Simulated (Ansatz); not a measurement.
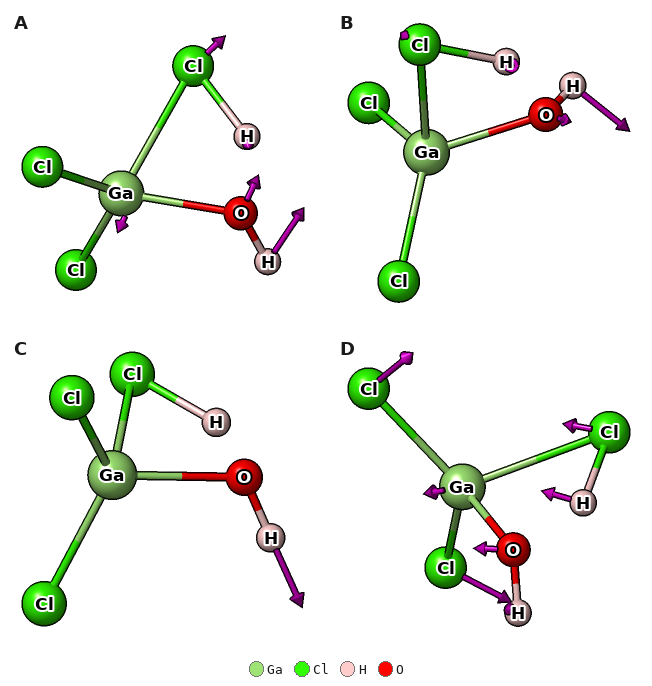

4 normal modes of one molecule or complex, as arrows. Harmonic vibrations computed with RKS PBE0-D4/def2-SVP (Ansatz 0.2.0) at a stationary point of the same level. It is a saddle point of order 1.

> Match the panels to the wavenumbers 116 cm⁻¹, 276 cm⁻¹, 591 cm⁻¹, 3860 cm⁻¹.

A: 276 cm⁻¹
B: 591 cm⁻¹
C: 3860 cm⁻¹, O–H stretching
D: 116 cm⁻¹, Cl–Ga–Cl bending
